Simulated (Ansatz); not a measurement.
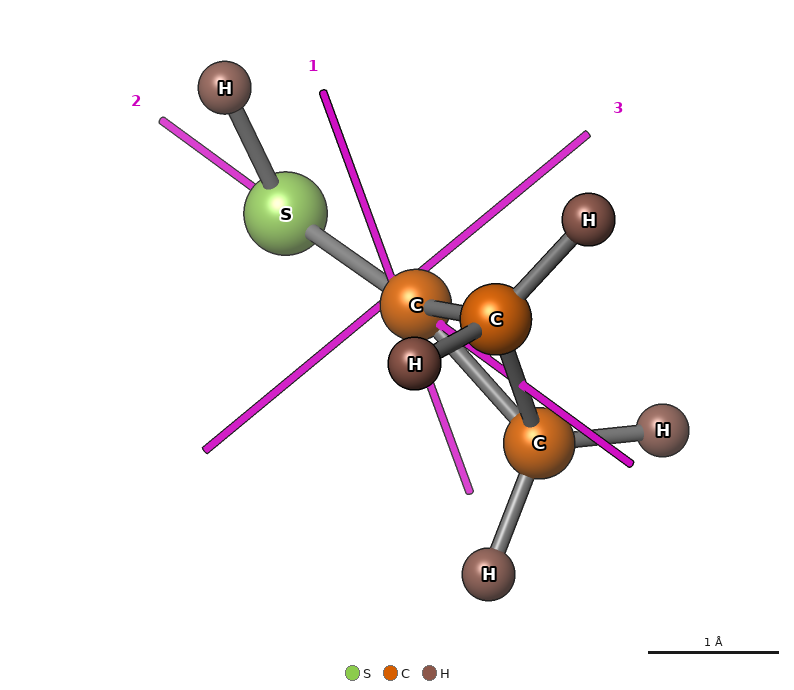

The three principal axes of inertia are drawn and numbered. Atoms fade into the background with distance from the viewer. The species has charge +1 and is a spin singlet. Computed geometry: PBE0-D4/def2-TZVP optimisation. No frequency run is at hand to confirm it as a minimum. Masses are those of the most abundant isotopes; constants are for the rigid equilibrium geometry.

**Which line is the a axis (least moment of inertia), which b and which c?**

a is line 2, b is line 1, c is line 3; the moments are 25.7, 130, 149 u Å².

**What kind of rotor is it, and what are its rotational constants in GHz?**

An asymmetric top (Cs): A = 19.7, B = 3.87, C = 3.38 GHz. Ray's parameter κ is −0.94, close to the prolate limit.
